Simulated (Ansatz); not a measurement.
## Run report: HfN₃H₇BrCl, frequency calculation

- system: HfN₃H₇BrCl
- method: RKS PBE/def2-SVP (Ansatz 0.2.0)

It belongs to a series of runs on one base structure; here: vibrations at the highest image of the band. Figures and captions count atoms from 1; the log counts them from 0 in places.

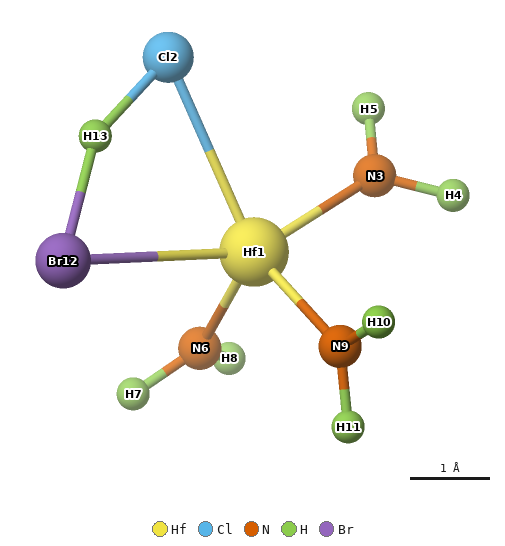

Figure 1. The input geometry (ball-and-stick view, seen at a tilt; atoms are numbered from 1 in the order of the input). Sticks mark near contacts. Bond lengths as drawn: Br–H 1.75 Å, Br–Hf 2.87 Å, Cl–H 1.54 Å, Cl–Hf 2.70 Å, Hf–N 2.02 to 2.04 Å and H–N 1.02 to 1.03 Å.

Input file
```yaml
crystal:
  periodic: [false, false, false]
  atoms:
    - { symbol: Hf, position_ang: [-0.393618, -0.042274, 0.051663] }
    - { symbol: Cl, position_ang: [0.285347, 0.360328, 2.634185] }
    - { symbol: "N", position_ang: [1.621338, -0.056488, -0.264624] }
    - { symbol: H, position_ang: [2.109611, -0.639023, -0.953235] }
    - { symbol: H, position_ang: [2.324755, 0.467103, 0.27106] }
    - { symbol: "N", position_ang: [-0.972149, 1.568858, -1.028726] }
    - { symbol: H, position_ang: [-1.937361, 1.9221, -1.017122] }
    - { symbol: H, position_ang: [-0.397849, 2.175861, -1.621438] }
    - { symbol: "N", position_ang: [-0.905336, -1.655446, -1.072796] }
    - { symbol: H, position_ang: [-0.751872, -2.637025, -0.808513] }
    - { symbol: H, position_ang: [-1.422927, -1.643159, -1.958299] }
    - { symbol: Br, position_ang: [-2.741654, -0.063819, 1.695576] }
    - { symbol: H, position_ang: [-1.246784, 0.242984, 2.545167] }
basis:
  gaussian: { orbitals: def2-SVP }
hamiltonian:
  xc: pbe
phonons: {}
```

Machine: 4 threads of Arm Neoverse V2, 24 GiB of memory available, shared host.

Launched with:
```bash
ansatz run input.yaml --threads 4 --pin off --max-ram 5120MiB --backend cpu --events-out ev --progress --plain --runs-dir out
```

Log
```
Engine: ansatz 0.2.0, aarch64-unknown-linux-gnu
Functional definition: PBE
  parameter kappa = 0.804
  parameter beta = 0.06672455060314922
  exchange = pbe_x(kappa = kappa, mu = beta*pi^2/3)
  correlation = pbe_c(beta = beta)
1776 factors; their error is unknown
mean field evaluation 1: about -88403.3876 eV, gradient 1.1e2 eV
mean field evaluation 2: about -88203.2093 eV, gradient 2.8e2 eV
mean field evaluation 4: about -88427.2793 eV, gradient 2.5e1 eV
mean field evaluation 8: about -88429.1152 eV, gradient 5.4e-1 eV
mean field evaluation 16: about -88428.9615 eV, gradient 2.4e-3 eV
mean field -88428.96146650 eV, -3249.7043945909 hartree, gradient 4.2e-5 eV, S^2 0.000000; 0 other end points of the search recorded, 0 dependent functions left out
the calculation of the forces begins
reference -88428.96155507 eV, -3249.7043978457 hartree; 46, 46 occupied and 113, 113 virtual orbitals, 1776 factors
these checks for a lower state are left out or cut short: stability, starts, cluster_reference, orbital_swaps, neighbouring_geometries, increment
1776 factors; their error is unknown
mean field -88428.96139707 eV, -3249.7043920393 hartree, gradient 1.0e-6 eV, S^2 0.000000; 0 other end points of the search recorded, 0 dependent functions left out
[... from here on the field's lines of each further geometry are left out, up to the last ...]
the calculation of the forces begins
reference -88428.96154515 eV, -3249.7043974812 hartree; 46, 46 occupied and 113, 113 virtual orbitals, 1776 factors
these checks for a lower state are left out or cut short: stability, starts, cluster_reference, orbital_swaps, neighbouring_geometries, increment
1776 factors; their error is unknown
mean field -88428.96145820 eV, -3249.7043942860 hartree, gradient 1.0e-6 eV, S^2 0.000000; 0 other end points of the search recorded, 0 dependent functions left out
the calculation of the forces begins
reference -88428.96154677 eV, -3249.7043975408 hartree; 46, 46 occupied and 113, 113 virtual orbitals, 1776 factors
WARN: phonons: modes at or below zero, which the zero-point energy, F, S and C_V leave out: 1, the lowest at -60.83 cm⁻¹. A minimum has none, and a first-order saddle one
Total energy: -88428.96155507 eV, -3249.7043978457 hartree
Atom 0 at    -0.393618    -0.042274     0.051663 Å, force     0.007213    -0.001957     0.000738 eV/Å
Atom 1 at     0.285347     0.360328     2.634185 Å, force     0.006020    -0.008228    -0.002868 eV/Å
Atom 2 at     1.621338    -0.056488    -0.264624 Å, force     0.008829     0.006421    -0.000372 eV/Å
Atom 3 at     2.109611    -0.639023    -0.953235 Å, force    -0.004939    -0.002489    -0.003764 eV/Å
Atom 4 at     2.324755     0.467103     0.271060 Å, force    -0.003702    -0.000038     0.002182 eV/Å
Atom 5 at    -0.972149     1.568858    -1.028726 Å, force    -0.002439     0.007017    -0.002854 eV/Å
Atom 6 at    -1.937361     1.922100    -1.017122 Å, force    -0.003433    -0.004141     0.002368 eV/Å
Atom 7 at    -0.397849     2.175861    -1.621438 Å, force     0.002820    -0.004649     0.001291 eV/Å
Atom 8 at    -0.905336    -1.655446    -1.072796 Å, force    -0.001798    -0.005229    -0.004833 eV/Å
Atom 9 at    -0.751872    -2.637025    -0.808513 Å, force     0.004017     0.001580     0.007260 eV/Å
Atom 10 at    -1.422927    -1.643159    -1.958299 Å, force    -0.001045     0.004103    -0.001113 eV/Å
Atom 11 at    -2.741654    -0.063819     1.695576 Å, force     0.003121     0.003959     0.002289 eV/Å
Atom 12 at    -1.246784     0.242984     2.545167 Å, force    -0.014664     0.003652    -0.000325 eV/Å
Dipole moment:     0.260017    -0.086766    -0.501389 e Å
Vibrations: -60.83 37.42 91.12 114.19 150.92 156.74 177.87 181.84 258.36 279.08 338.37 408.87 451.77 462.29 476.29 487.66 507.77 516.10 597.08 616.37 629.38 637.99 881.89 1033.03 1443.10 1454.73 1455.22 3447.42 3449.38 3451.49 3541.85 3544.35 3556.26 cm⁻¹, zero-point energy 2.159568 eV
```

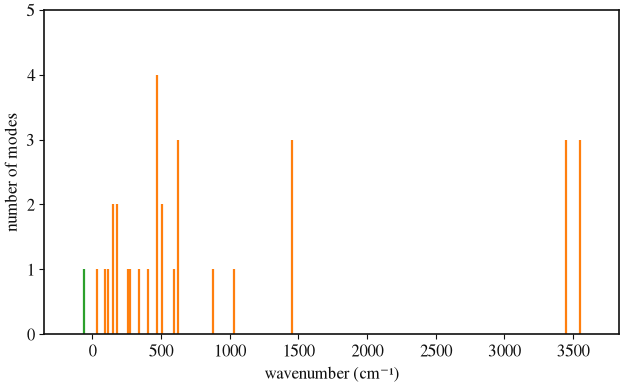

Figure 2. Harmonic vibrational wavenumbers from the force constants; neighbouring modes closer than 16 cm⁻¹ are counted in one stick, and imaginary ones are drawn at negative wavenumbers. 33 modes from 61i to 3556 cm⁻¹, 1 imaginary beyond 8i (61i cm⁻¹): not a clean minimum; so soft a mode can be a shallow saddle, an incomplete relaxation or noise of the force constants.

Key numbers

```tsv
quantity	value
outcome	converged
total energy	−88428.9616 eV
mean-field energy	−88428.9616 eV
largest force (length of the vector)	0.015 eV/Å
wall time	2.3 min (CPU time 8.5 min)
peak memory	0.24 GiB
```
